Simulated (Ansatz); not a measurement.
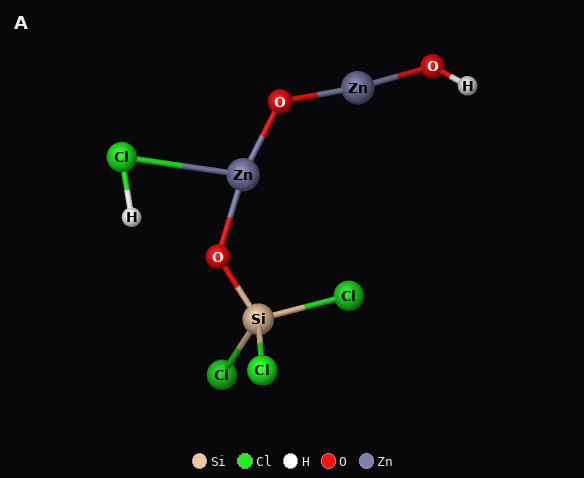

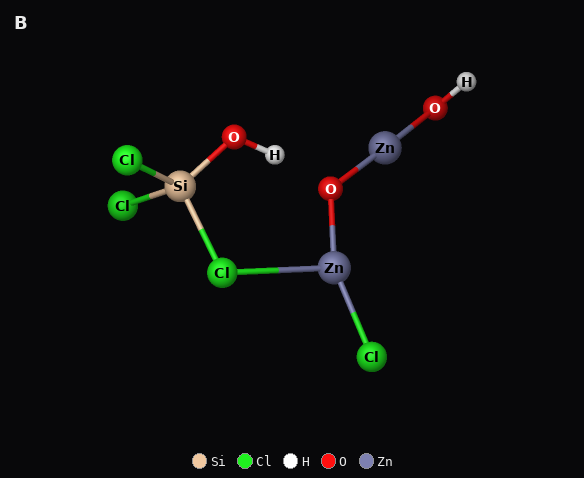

2 stationary structures of one formula. Geometries: PBE0-D4/def2-TZVP. Electronic energies: CCSD(T)/CBS estimate with 3s3p of Cu, Zn: MP2 correlation extrapolated from def2-TZVPP and def2-QZVPP, CCSD(T) minus MP2 from the smaller set (Ansatz 0.2.0), without zero-point energy. Each is one conformer, not always the lowest.

Question: Which is lowest in energy, and by how much?

Answer: B is lowest (a minimum); A lies 21.4 kcal/mol above it (a minimum).
